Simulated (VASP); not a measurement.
Band structure of Ni (fcc). Calculation: RPBE GGA, VASP's PBE PAW potentials (set 64) (plane waves; VASP 6.6.1).

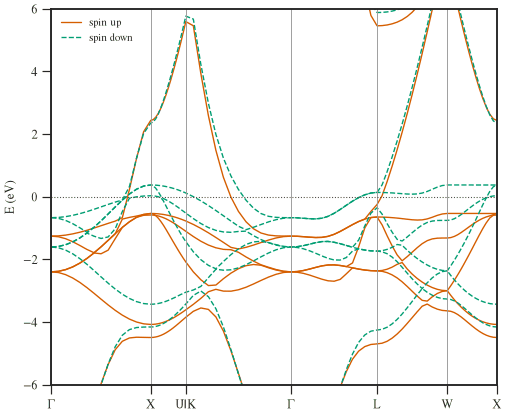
Fig. 1. Bands along high-symmetry lines, zero at the valence-band maximum or, without a gap, the Fermi level

**Question.** Read the plot: is there a gap, and where are the band edges?

**Answer.** It has no gap at this level: it comes out as a metal or semimetal. (Edges off the drawn lines would not show.)

The compound is Ni in the fcc structure. It was relaxed first.
